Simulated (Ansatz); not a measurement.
# Aqueous N(CH3)4+ and triflate, 2.8 mol of salt per kg of water at 300 K (85 atoms) in motion

Aim: follow aqueous N(CH3)4+ and triflate, 2.8 mol of salt per kg of water at 300 K (85 atoms) for a short time with forces from DFT, then look at structure and electrons in the last frame.

Method: Kohn-Sham DFT, RPBE+D4, PAW (set soft_2), plane waves, in Ansatz 0.2.0.

### 1. Starting point

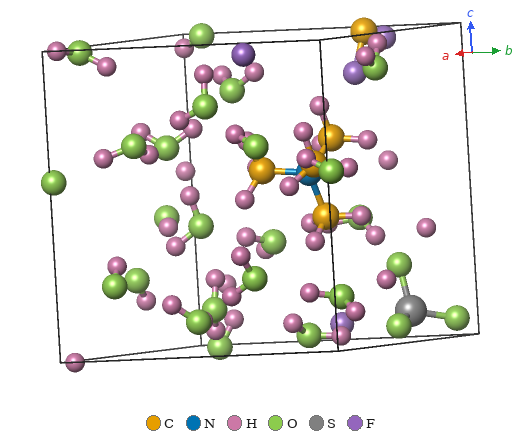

The starting structure, seen slightly off an axis (carbon orange, nitrogen blue, hydrogen pink, oxygen green, sulfur grey, fluorine purple). Bonds to atoms that aren't drawn are left out. Some periodic images of atoms are drawn too.

The cell holds 85 atoms: 5 C, 1 N, 52 H, 23 O, 1 S and 3 F. Its edges and angles: a = 9.548 Å, b = 9.548 Å, c = 9.548 Å, α = 90.0°, β = 90.0°, γ = 90.0°. 20 H2O, 1 N(CH3)4+, 1 triflate placed at random, at 1.11 g/cm³; overlaps pushed apart, then 10 ps at 420 K with MMFF94 bonds, angles, torsions, charges and radii (Halgren, J. Comput. Chem. 17, 490 (1996)) in harmonic and 12-6 forms; SPC/E water (Berendsen, Grigera and Straatsma, J. Phys. Chem. 91, 6269 (1987)). Snapshot after 20 ps at 300 K and fixed volume.

What the set-up can't give: The network of contacts between molecules at the start is that of the classical potential that made the cell. The density was typed from a rule of thumb and may lie off the real one at this temperature. Only the Γ point is sampled, in a cell whose shortest periodic width is 10 Å.

### 2. Single point at the start

A single point comes first, to see the forces before anything moves.

input.yaml reads:

```yaml
crystal:
  lattice:
    - [9.54848, 0.0, 0.0]
    - [0.0, 9.54848, 0.0]
    - [0.0, 0.0, 9.54848]
  atoms:
    - { symbol: C, position: [0.47267, 0.71626, 0.41516] }
    - { symbol: "N", position: [0.53159, 0.69422, 0.5592] }
    - { symbol: C, position: [0.56577, 0.54428, 0.57309] }
    - { symbol: C, position: [0.41639, 0.7233, 0.66362] }
    [... 75 atom lines left out ...]
    - { symbol: O, position: [0.48117, 0.63511, 0.03555] }
    - { symbol: H, position: [0.45391, 0.73602, 0.02897] }
    - { symbol: H, position: [0.5756, 0.6273, 0.08016] }
    - { symbol: O, position: [0.98717, 0.74097, 0.66602] }
    - { symbol: H, position: [0.95242, 0.6512, 0.70726] }
    - { symbol: H, position: [0.02479, 0.723, 0.56995] }
kpoints:
  mp_grid: { grid: [1, 1, 1] }
hamiltonian:
  xc: rpbe
  dispersion: d4
scf:
  occupations: { method: fixed }
output:
  forces: true
```

Run with:

```bash
$ ansatz run input.yaml --threads 4 --pin off --max-ram 8192MiB --backend cpu --events-out ev --progress --plain --runs-dir out
```

Elapsed: 5.3 s, on 4 threads of Arm Neoverse V2, shared host; peak memory 0.85 GiB.

Read from the output:

```
free energy            : -18919.3668 eV
free energy per atom   : -222.5808 eV/atom
SCF cycles             : 9
r.m.s. force component : 0.681 eV/Å
longest force          : 4.778 eV/Å
Fermi energy           : -1.511 eV
```

The r.m.s. force component of 0.68 eV/Å sets the starting point.

Neighbours are counted within 1.21 Å (H-O), 1.34 Å (H-C), 1.88 Å (O-S), 1.62 Å (C-F), 1.79 Å (C-N), 2.21 Å (C-S).

Length of the force by element and coordination:

| element | coordination | atoms | mean length of the force (eV/Å) | spread | least | most |
| --- | --- | --- | --- | --- | --- | --- |
| C | all | 5 | 1.91 | 1.54 | 0.516 | 4.78 |
| F | all | 3 | 1.50 | 0.0989 | 1.40 | 1.63 |
| H | all | 52 | 1.00 | 0.388 | 0.187 | 1.70 |
| N | all | 1 | 0.984 | 0 | 0.984 | 0.984 |
| O | all | 23 | 0.761 | 0.252 | 0.320 | 1.56 |
| O | 1 | 3 | 1.06 | 0.379 | 0.640 | 1.56 |
| O | 2 | 20 | 0.716 | 0.189 | 0.320 | 1.15 |
| S | all | 1 | 2.36 | 0 | 2.36 | 2.36 |

### 3. Dynamics at 300 K

A Nosé–Hoover thermostat steers the temperature while disturbing the dynamics little. The time step is 0.5 fs, short enough for the stretching of bonds to hydrogen.

Edit input.yaml of step 2 so:

```diff
@@ -16 +16,8 @@
   forces: true
+md:
+  timestep: 0.5
+  n_steps: 1090
+  ensemble: nvt_nose_hoover
+  temperature: 300
+  initial_velocities: maxwell_boltzmann
+  seed: 1793
```

It took 43 min on 4 threads; peak memory 0.85 GiB; 2.8 h of CPU time.

The run stopped at its limit before the end that the input asks for; the steps made so far are sound.

The trajectory, sampled:

```
time (fs)  T (K)  potential (meV/atom)  conserved (meV/atom)
      0.0    300                   0.0                  0.00
     25.0    363                  -8.1                 -0.01
     50.0    369                 -10.1                 -0.03
     75.0    341                  -8.8                  0.00
     99.5    329                 -10.3                 -0.05
    124.5    294                  -8.1                  0.01
    149.5    292                  -9.4                 -0.05
    174.5    329                 -15.0                 -0.07
    199.5    270                  -8.1                 -0.04
    224.5    303                 -12.3                 -0.08
    249.5    280                  -9.3                 -0.03
    274.5    294                 -10.8                 -0.03
    299.0    299                 -11.4                 -0.07
    324.0    308                 -12.2                 -0.04
    349.0    321                 -13.7                 -0.04
    374.0    334                 -15.6                 -0.08
```

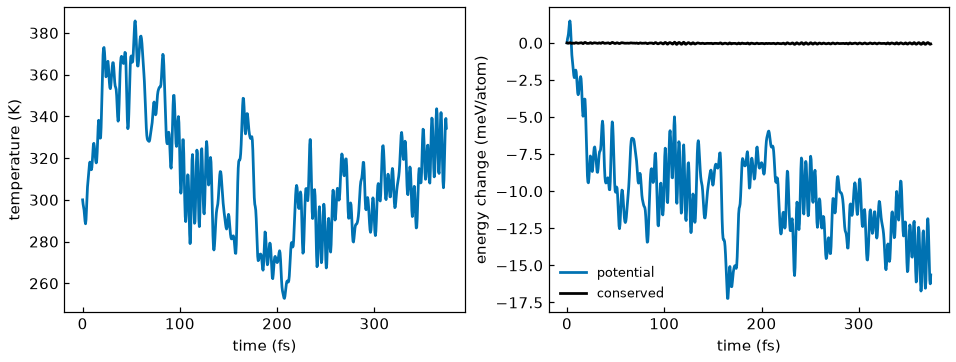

Temperature and energies against time.

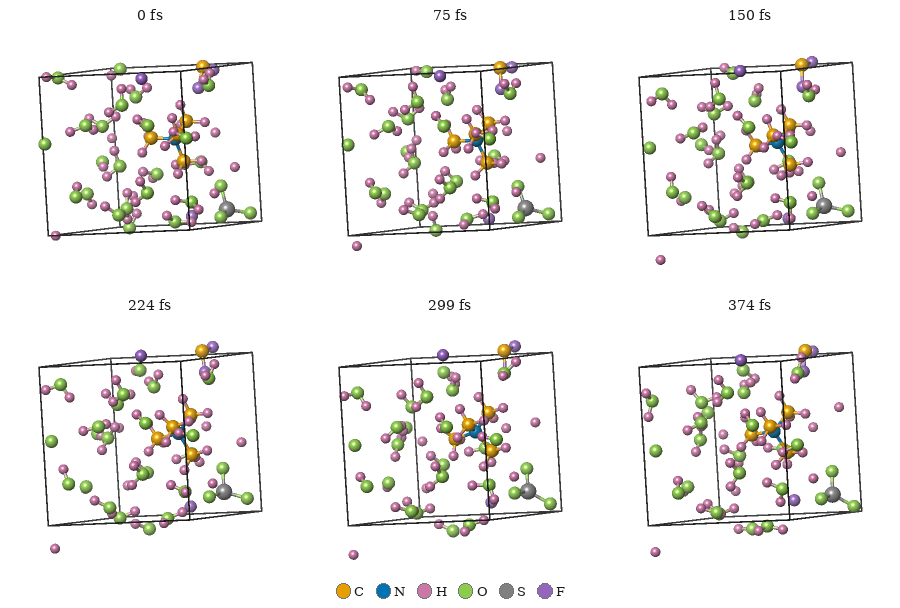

6 frames of the run. Bonds to atoms that aren't drawn are left out.

Mean square displacement from the first frame to the last: C 0.20 Å², N 0.038 Å², H 1.6 Å², O 1.4 Å², S 0.34 Å², F 0.54 Å².

Mean square displacement against time lag:

| time lag (fs) | C (Å²) | F (Å²) | H (Å²) | N (Å²) | O (Å²) | S (Å²) |
| --- | --- | --- | --- | --- | --- | --- |
| 25 | 0.0159 | 0.0202 | 0.137 | 0.00972 | 0.0351 | 0.0139 |
| 50 | 0.0369 | 0.0517 | 0.238 | 0.0192 | 0.119 | 0.0473 |
| 75 | 0.0578 | 0.100 | 0.312 | 0.0270 | 0.225 | 0.0995 |
| 100 | 0.0880 | 0.156 | 0.404 | 0.0440 | 0.337 | 0.163 |
| 125 | 0.121 | 0.223 | 0.498 | 0.0572 | 0.444 | 0.238 |
| 150 | 0.145 | 0.294 | 0.591 | 0.0582 | 0.539 | 0.315 |
| 175 | 0.169 | 0.367 | 0.683 | 0.0614 | 0.620 | 0.381 |

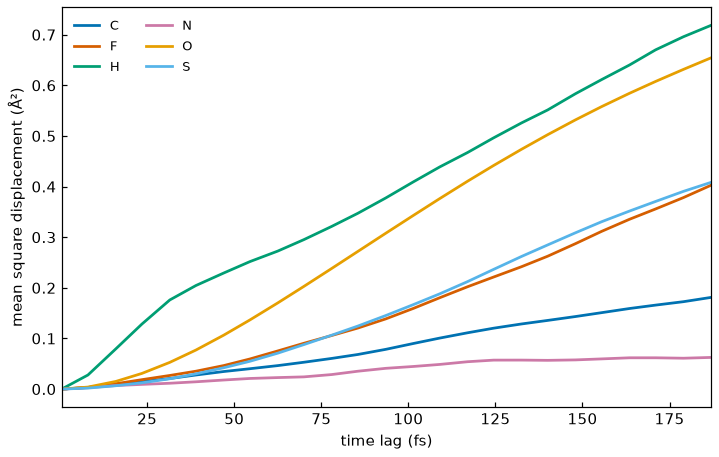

Mean square displacement against time lag.

Over the second half of 374 fs the temperature averages 299 K, rising from about 279 to 317 K (means over the first and last quarter of that half). The conserved energy stays within 0.10 meV/atom. From first frame to last H has the largest mean square displacement, 1.6 Å² at the end; the farthest move is 3.09 Å. The run spans 0.37 ps, too short for its means to be equilibrium values.

### 4. Structure statistics late in the run

The g(r) is a mean over the second half; what follows it is taken at the last frame.

Bonds before and after, by the cutoffs listed below:

```
pair  bonds before  bonds after  mean before (Å)  mean after (Å)  spread before (Å)  spread after (Å)
 H-O            40           40            1.000           0.981              0.000             0.021
 H-C            12           12            1.100           1.095              0.020             0.022
 O-S             3            3            1.451           1.459              0.010             0.010
 C-F             3            3            1.363           1.326              0.025             0.014
 C-N             4            4            1.508           1.524              0.027             0.038
 C-S             1            1            1.802           1.844              0.000             0.000
```

Density 1.11 g/cm³, 10.24 Å³ an atom.

Mean of 14 frames. g(r), total and by pair (bins of 0.2 Å):

```csv
r (Å),total,H-H,H-O,H-C,H-F,H-N,H-S
0.90,3.23,0.00,9.75,0.00,0.00,0.00,0.00
1.10,1.72,0.00,2.28,13.41,0.00,0.00,0.00
1.30,0.15,0.00,0.00,0.00,0.00,0.00,0.00
1.50,1.01,1.82,0.08,0.00,0.00,0.00,0.00
1.70,0.55,0.86,0.70,0.00,0.00,0.00,0.00
1.90,0.53,0.50,0.94,0.00,0.00,0.00,0.00
2.10,0.67,0.64,0.49,0.00,0.00,16.35,0.00
2.30,0.69,1.22,0.46,0.10,0.23,1.54,0.00
2.50,0.97,1.43,0.51,1.18,0.35,0.00,0.29
2.70,1.02,1.05,0.53,2.77,0.61,0.00,1.09
2.90,0.89,0.82,0.86,0.80,1.08,0.00,0.63
3.10,1.03,0.90,1.33,0.52,0.78,0.00,1.16
3.30,1.11,0.85,1.42,1.52,1.06,0.04,0.56
3.50,1.08,1.03,1.19,1.68,0.97,0.15,0.72
3.70,1.10,1.27,1.02,0.98,0.84,0.41,1.12
3.90,1.04,1.04,1.03,0.97,0.88,0.91,1.48
4.10,1.01,1.10,0.92,0.89,0.76,1.41,1.32
4.30,1.00,1.01,0.97,1.04,1.03,2.04,0.95
4.50,0.99,0.93,0.96,0.94,1.32,1.74,1.38
4.70,0.98,0.93,0.94,0.84,1.33,1.23,1.25
```

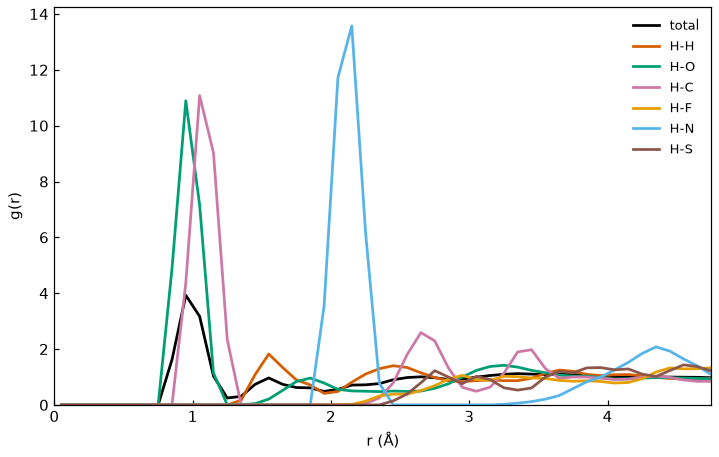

Pair distribution functions, lightly smoothed.

Bonds by pair of elements; cutoffs follow the first minimum of g(r), held within bounds set by covalent radii, and pairs that aren't listed don't count as bonded:

```csv
pair A-B,cutoff (Å),bonds,mean length (Å),spread (Å),shortest (Å),B about A,A about B
H-O,1.21,40,0.981,0.021,0.942,0.769,1.74
H-C,1.34,12,1.09,0.022,1.05,0.231,2.4
O-S,1.93,3,1.46,0.01,1.45,0.13,3
C-F,1.62,3,1.33,0.014,1.31,0.6,1
C-N,1.79,4,1.52,0.038,1.47,0.8,4
C-S,2.21,1,1.84,0,1.84,0.2,1
```

How many atoms have how many bonded neighbours:

| element | mean | 1 | 2 | 4 |
| --- | --- | --- | --- | --- |
| C | 4 | 0 | 0 | 5 |
| F | 1 | 3 | 0 | 0 |
| H | 1 | 52 | 0 | 0 |
| N | 4 | 0 | 0 | 1 |
| O | 1.87 | 3 | 20 | 0 |
| S | 4 | 0 | 0 | 1 |

Bond angles, per cent of each kind in bins of 5°:

```
angle (°)  H-O-H  H-C-H  H-C-N
   95–100   15.0    0.0    8.3
  100–105   35.0    0.0   16.7
  105–110   30.0   16.7   66.7
  110–115   20.0   58.3    8.3
  115–120    0.0   25.0    0.0
```

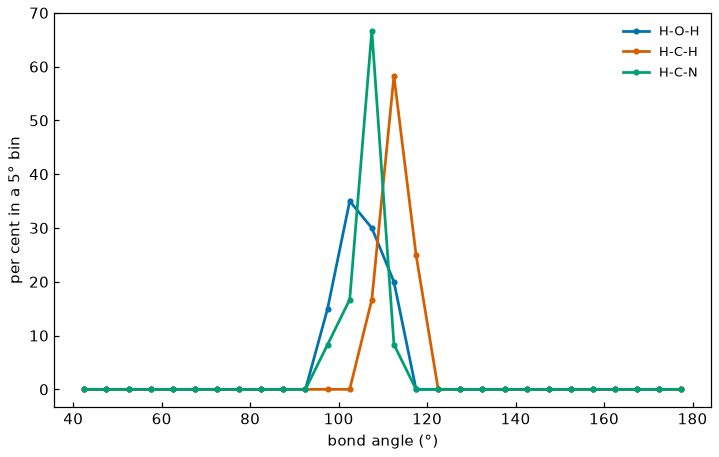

Distributions of the most common bond angles.

Bond angles (no mean is given where the spread exceeds 20°):

```csv
angle,count,mean (°),spread (°)
H-O-H,20,105,4.6
H-C-H,12,112,3.2
H-C-N,12,107,3.7
C-N-C,6,110,4.6
F-C-F,3,109,0.4
```

Hydrogen bonds between water molecules (O–O under 3.5 Å, H–O···O angle under 30°):

| hydrogen bonds to other water | molecules |
| --- | --- |
| 0 | 0 |
| 1 | 1 |
| 2 | 4 |
| 3 | 9 |
| 4 | 6 |

Bond length by coordination (bonds to H left out):

```csv
element,coordination,atoms,mean bond length (Å)
O,1,3,1.46
```

Counting bonds as in the table, all C atoms have 4, all F atoms have 1, all H atoms have 1 and all N atoms have 4 bonded neighbours. The H-O-H angle averages 105° with a spread of 5°. The 20 water molecules hold 3 hydrogen bonds each to other water on average, with a mean O–O distance of 2.93 Å.

### 5. Outcome

- mean temperature, second half: 298.8 K
- temperature swing, second half: 19.73 K
- slope of the conserved energy against time, by least squares: -0.083 meV/atom/ps
- wall time of the 2 DFT runs: 43 min

**Reading.** Over the second half of 374 fs the temperature averages 299 K, rising from about 279 to 317 K (means over the first and last quarter of that half). The conserved energy stays within 0.10 meV/atom. The run spans 0.37 ps, too short for its means to be equilibrium values. Counting bonds as in the table, all C atoms have 4, all F atoms have 1, all H atoms have 1 and all N atoms have 4 bonded neighbours. The 20 water molecules hold 3 hydrogen bonds each to other water on average, with a mean O–O distance of 2.93 Å.

What to keep in mind: The force components of 0.68 eV/Å r.m.s. reflect the temperature of the frame as well as the gap between the generating potential and DFT, above all in bond lengths inside molecules. The network of contacts between molecules at the start is that of the classical potential that made the cell; DFT moved the atoms only locally, and no bond changed.

[Logs are printed without paths, hosts, clocks, repeated set-up lines and the standing remarks that a program may print on its own settings, such as how far it seeks lower states.]

[Hosts, paths, dates, database ids (printed as entryN), source tags and the programs' standing remarks are cut or masked in the printed files.]

[The MMFF94 radii named for the starting cell were scaled by 0.96; in molecules described by MMFF94, hydrogen bound to N, O or S took a small fixed 12-6 site in their place.]
